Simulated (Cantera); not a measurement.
Feed: 1 mol V, a varied amount of N₂O, 76 mol N₂, held at 1650 K and 13.3 mbar.

Cantera equilibrium calculation (NASA polynomials, part measured and part estimated; ideal gas, pure solids and liquids). Candidate condensed phases: V, VN, VO, V₂O₃, V₂O₄, V₂O₅; 13 gas species. Mutual solubility and eutectic melting of coexisting phases are not modelled. VN, VO: taken at fixed stoichiometry. Condensed phases not in the tables: the oxides between V₂O₃ and V₂O₅ other than VO₂, solid solutions among these carbides, nitrides and lower oxides, V₂N. The numbers say what is thermodynamically allowed, not how fast it happens.

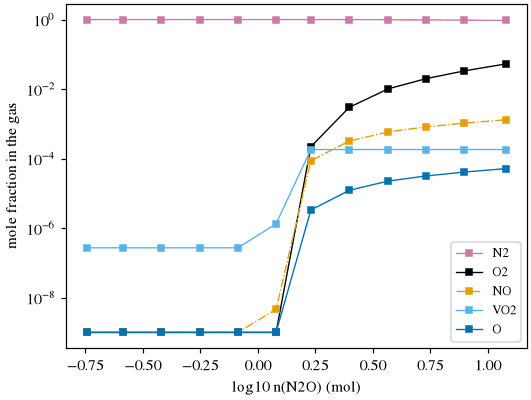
*Equilibrium gas composition (values under 1e-9 drawn at 1e-9)*

From 0.18 mol N₂O to 0.82 mol N₂O the condensed part is VN(s) + VO(s). At 1.2 mol N₂O the condensed part is VO(s) + V₂O₃(s). At 1.7 mol N₂O the condensed part is V₂O₃(s) + V₂O₄(s). From 2.5 mol N₂O to 12 mol N₂O the condensed part is V₂O₄(s). The main V-bearing gas is VO₂ throughout.
